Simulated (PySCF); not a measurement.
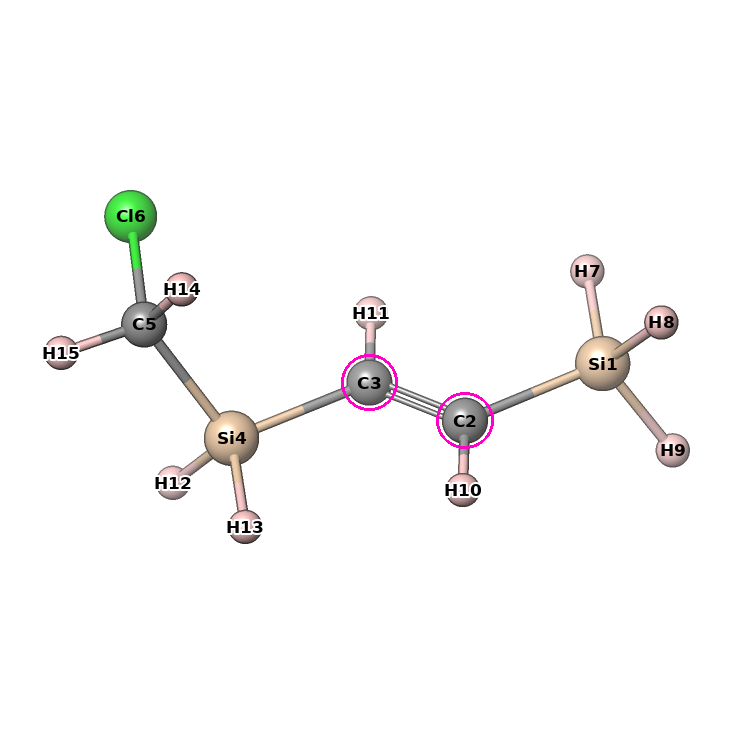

Atoms fade into the background with distance from the viewer. Circles mark the stereogenic atoms. The computed structure is the end point of a PBE0-D3(BJ)/def2-SVP optimisation. No frequency run is at hand to confirm it as a minimum.

Q: What are the Cahn–Ingold–Prelog descriptors?

A: C2=C3: E.
